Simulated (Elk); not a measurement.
Band structure of C (Fd-3m, 2 atoms in the cell).

```
C
1.0
    0.00000     1.78038     1.78038
    1.78038     0.00000     1.78038
    1.78038     1.78038     0.00000
C
2
Direct
  0.50000   0.50000   0.50000
  0.75000   0.75000   0.75000
```

Computed with Elk with PBE, all-electron FP-LAPW, Elk's shipped species files, APW+lo basis with extra local orbitals.

Settings: xctype = 20; rgkmax = 7.5; swidth = 0.000367493 Ha; ngridk = 13 13 13; gmaxvr = 14 1/bohr; nxlo = 2; lorbcnd = true; lmaxi = 3; maxscl = 100.

The starting cell comes from a database of computed structures (which also holds hypothetical and non-ambient phases and stackings), without a prior relaxation at this level. Values depend on the basis (sphere radii, cutoffs, local orbitals), which need not be converged.

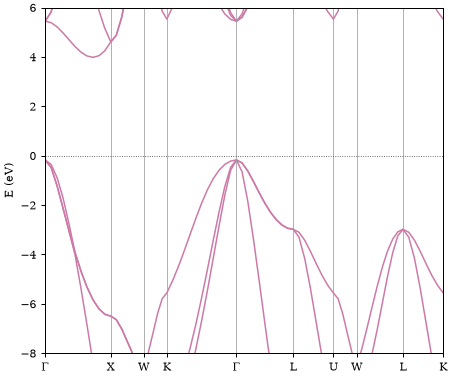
Figure: Bands along the path, energies from the Fermi level.

Levels in eV from the Fermi level, bands 1 to 8:
```csv
point,1,2,3,4,5,6,7,8
Γ,-21.70,-0.17,-0.17,-0.17,5.45,5.45,5.45,13.33
X,-12.95,-12.95,-6.50,-6.50,4.61,4.61,16.72,16.72
W,-12.15,-12.15,-8.54,-8.54,10.47,10.47,12.24,12.24
K,-13.16,-11.92,-9.53,-5.56,5.53,10.62,14.26,15.55
L,-15.89,-13.59,-2.98,-2.98,8.32,8.32,8.78,15.57
U,-13.16,-11.92,-9.53,-5.56,5.53,10.62,14.26,15.55
```
